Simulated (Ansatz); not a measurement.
# H₄OSiZn: Born-Oppenheimer dynamics

What does H₄OSiZn do in its first 60 fs with a Nosé-Hoover thermostat, with the temperature set to 300 K?

Computed with Ansatz 0.2.0, Gaussian basis. Level: PBE/6-31G*.

## Step 1: The relaxed structure

The geometry comes from an earlier relaxation with PBE0-D4 in a triple-zeta def2 set; it is a stationary point, not always the lowest conformer.

SMILES `[SiH3][O][ZnH]`, 7 atoms, charge 0, spin multiplicity 1.

Atoms are counted from 1 here; the program's logs count them from 0.

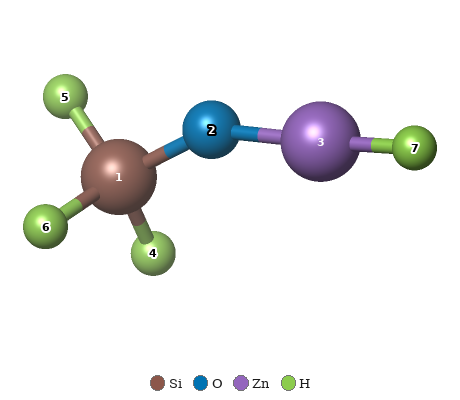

The geometry (silicon brown, oxygen blue, zinc purple, hydrogen green); atoms are numbered from 1 in the order of the file.

## Step 2: The run

in.yaml reads:

```yaml
crystal:
  periodic: [false, false, false]
  atoms:
    - {symbol: Si, position_ang: [-0.848813, 0.682329, -0.370392]}
    - {symbol: O, position_ang: [0.607882, 0.070772, -0.023957]}
    - {symbol: Zn, position_ang: [1.646985, -1.185152, 0.647436]}
    - {symbol: H, position_ang: [-1.702737, -0.306632, -1.092092]}
    - {symbol: H, position_ang: [-0.702042, 1.885003, -1.235293]}
    - {symbol: H, position_ang: [-1.578969, 1.085905, 0.866666]}
    - {symbol: H, position_ang: [2.577703, -2.232233, 1.207642]}
basis:
  gaussian: {orbitals: "6-31G*"}
magnetization: {spin_polarized: true, initial_magnetization: 0}
hamiltonian: {xc: {name: PBE}}
md: {timestep: 2 fs, n_steps: 30, ensemble: nvt_nose_hoover, temperature: 300, initial_velocities: maxwell_boltzmann, seed: 847}
```

The run is started by

```sh
$ ansatz run in.yaml --threads 2 --pin off --events-out ev --progress --plain --max-ram 32768MiB --backend cpu
```

What it wrote, shortened:

```text
Functional definition: PBE
  name "PBE"
  cite "Perdew, Burke & Ernzerhof, Phys. Rev. Lett. 77, 3865 (1996) doi:10.1103/PhysRevLett.77.3865"
  parent pbe
[...]
907 factors; their error is unknown
[...]
mean field -58387.08601690 eV, -2145.6858349327 hartree, gradient 2.4e-5 eV, S^2 0.000000; 0 other end points of the search recorded, 0 dependent functions left out
[...]
reference -58387.08606337 eV, -2145.6858366404 hartree; 28, 28 occupied and 50, 50 virtual orbitals, 907 factors
md step     0: t =     0.00 fs  T =   300.0 K  F+E_penalty+E_count = -58387.08601690 eV  E_kin = 0.193890 eV  conserved = -58386.89212690 eV  (27 SCF iters)
[...]
md step     7: t =    14.00 fs  T =   234.3 K  F+E_penalty+E_count = -58387.04193651 eV  E_kin = 0.151420 eV  conserved = -58386.89086215 eV  (26 SCF iters)
[...]
md step    14: t =    28.00 fs  T =   195.9 K  F+E_penalty+E_count = -58387.01363270 eV  E_kin = 0.126610 eV  conserved = -58386.88890934 eV  (26 SCF iters)
[...]
md step    21: t =    42.00 fs  T =   244.3 K  F+E_penalty+E_count = -58387.04093901 eV  E_kin = 0.157880 eV  conserved = -58386.88850602 eV  (26 SCF iters)
[...]
md step    28: t =    56.00 fs  T =   229.3 K  F+E_penalty+E_count = -58387.02236256 eV  E_kin = 0.148223 eV  conserved = -58386.88550477 eV  (26 SCF iters)
[...]
md step    29: t =    58.00 fs  T =   280.2 K  F+E_penalty+E_count = -58387.05991080 eV  E_kin = 0.181104 eV  conserved = -58386.89126912 eV  (26 SCF iters)
[...]
md step    30: t =    60.00 fs  T =   260.7 K  F+E_penalty+E_count = -58387.04620984 eV  E_kin = 0.168480 eV  conserved = -58386.89138202 eV  (28 SCF iters)
Total energy: -58387.04625600 eV, -2145.6843737468 hartree
Atom 0 at    -0.824566     0.755017    -0.445889 Å, force    -0.277891     0.307695    -0.104918 eV/Å
Atom 1 at     0.308690    -0.168164     0.260088 Å, force     0.866206    -0.667139     0.446293 eV/Å
Atom 2 at     1.701855    -1.165845     0.622584 Å, force    -0.110950    -0.280420    -0.084811 eV/Å
Atom 3 at    -1.883035    -0.059584    -1.118705 Å, force    -0.090467    -0.122586    -0.141584 eV/Å
Atom 4 at    -0.237177     1.690845    -1.454784 Å, force     0.039351     0.106796    -0.173854 eV/Å
Atom 5 at    -1.511484     1.579330     0.589438 Å, force    -0.146461     0.192222     0.134964 eV/Å
Atom 6 at     2.739919    -2.263695     0.938020 Å, force    -0.279787     0.463432    -0.076090 eV/Å
Dipole moment:     0.273933    -0.115365     0.050197 e Å
```

Wall time 67 s (2 threads, shared host).

## Step 3: Frames and traces

One row in 2; energies are counted from the first frame:

| time (fs) | T (K) | potential (meV) | conserved (meV) | Si1–H5 (Å) |
| --- | --- | --- | --- | --- |
| 0.0 | 300 | 0.0 | 0.00 | 1.489 |
| 4.0 | 248 | 40.6 | 7.26 | 1.458 |
| 8.0 | 294 | 5.6 | 1.76 | 1.539 |
| 12.0 | 215 | 61.0 | 6.06 | 1.550 |
| 16.0 | 205 | 64.8 | 3.21 | 1.467 |
| 20.0 | 191 | 75.1 | 3.59 | 1.474 |
| 24.0 | 197 | 72.0 | 4.42 | 1.555 |
| 28.0 | 196 | 72.4 | 3.22 | 1.534 |
| 32.0 | 157 | 102.5 | 7.30 | 1.456 |
| 36.0 | 220 | 56.4 | 1.17 | 1.497 |
| 40.0 | 214 | 66.0 | 5.94 | 1.564 |
| 44.0 | 255 | 36.2 | 0.96 | 1.515 |
| 48.0 | 185 | 91.1 | 9.15 | 1.451 |
| 52.0 | 263 | 34.1 | 0.81 | 1.519 |
| 56.0 | 229 | 63.7 | 6.62 | 1.566 |
| 60.0 | 261 | 39.8 | 0.74 | 1.496 |

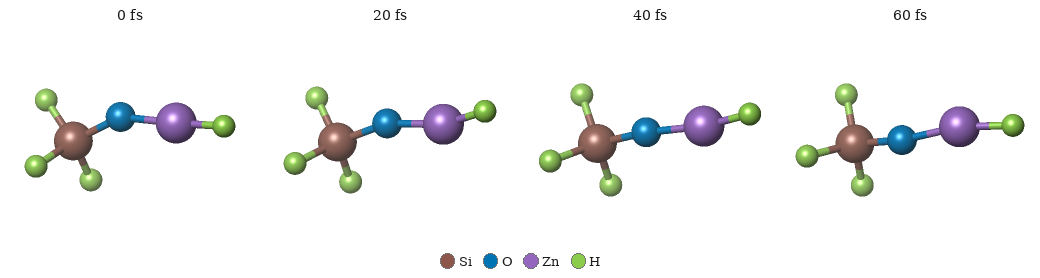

Four frames; sticks are those of the first frame.

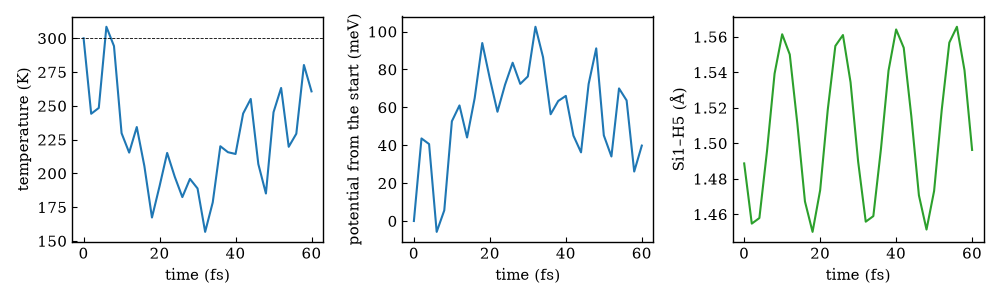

Temperature (the set value dashed), potential energy and the bond that swings most.

Positions (Å) and forces (eV/Å) at 60.0 fs:

```xyz
7

Si   -0.825    0.755   -0.446   -0.278    0.308   -0.105
O     0.309   -0.168    0.260    0.866   -0.667    0.446
Zn    1.702   -1.166    0.623   -0.111   -0.280   -0.085
H    -1.883   -0.060   -1.119   -0.090   -0.123   -0.142
H    -0.237    1.691   -1.455    0.039    0.107   -0.174
H    -1.511    1.579    0.589   -0.146    0.192    0.135
H     2.740   -2.264    0.938   -0.280    0.463   -0.076
```

## Step 4: Summary of results

```
                              quantity                          value
                                length             30 steps of 2.0 fs
     temperature, first and last frame                     300, 261 K
              temperature, second half  mean 223 K, from 157 to 280 K
                swing of the potential                        108 meV
largest change of the conserved energy                       9.15 meV
                       range of Si1–H5               1.450 to 1.566 Å
```

In words: The temperature starts at 300 K and ranges from 157 to 309 K; in so small a system it swings widely. The conserved energy moves by 9.15 meV, 8.4 % of the potential's swing: the step is long for the fastest motion. Si1–H5 swings as far as any bond, by 0.12 Å; no bond breaks. A run of 60 fs gives no averages.
